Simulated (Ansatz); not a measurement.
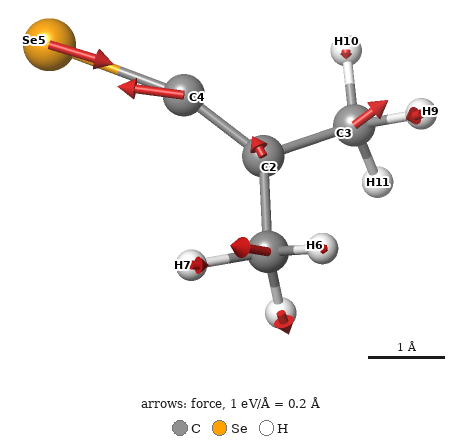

Starting geometry of C₄H₆Se (coarse preliminary run) with the computed forces as red arrows. A ball-and-stick model, seen at a tilt.

The start comes from a force field.

Level of theory: RKS PBE-D4/def2-SVP in Ansatz.

The input:
```yaml
crystal:
  periodic: [false, false, false]
  atoms:
    - {symbol: C, position_ang: [-1.274800, -0.180100, 0.390300]}
    - {symbol: C, position_ang: [0.038400, 0.198700, -0.139900]}
    - {symbol: C, position_ang: [1.194700, -0.579200, 0.324700]}
    - {symbol: C, position_ang: [0.272200, 1.183100, -1.006000]}
    - {symbol: Se, position_ang: [0.203700, 2.304200, -2.573300]}
    - {symbol: H, position_ang: [-1.341500, -0.001100, 1.480900]}
    - {symbol: H, position_ang: [-2.076900, 0.526500, -0.056600]}
    - {symbol: H, position_ang: [-1.528600, -1.171000, 0.117800]}
    - {symbol: H, position_ang: [1.322100, -0.464500, 1.482700]}
    - {symbol: H, position_ang: [2.173800, -0.221200, -0.104000]}
    - {symbol: H, position_ang: [1.082100, -1.652300, 0.103900]}
basis:
  gaussian: {orbitals: def2-SVP}
hamiltonian: {xc: pbe, dispersion: d4}
relax: {f_tol: 0.03, max_steps: 200}
```

Launched with:
```bash
ansatz run in.yaml --threads 4 --pin off --events-out ev --progress --plain --max-ram 10444MiB
```

### What follows when this structure is relaxed?

It isn't relaxed: the largest force vector, on Se atoms, is 4.53 eV/Å. The final displacements follow the starting forces only in part (cosine between the two patterns 0.56). The atom that moves furthest after the best rigid fit is Se5 (0.25 Å). Largest moves by element: Se 0.25 Å, C 0.18 Å, H 0.10 Å. Some distances before and after: C4–Se5 1.928 → 1.716 Å, C3–H9 1.171 → 1.112 Å, C1–H8 1.059 → 1.112 Å, C1–H7 1.159 → 1.106 Å. Bond angles that change, for instance: C2–C4–Se5 162.2° → 179.9°, H6–C1–H8 113.0° → 107.2°, C1–C2–C4 125.7° → 121.0°. Over 5 geometry steps the energy falls by 21.9 kcal/mol. The largest force component goes from 3.8 to 0.0083 eV/Å.
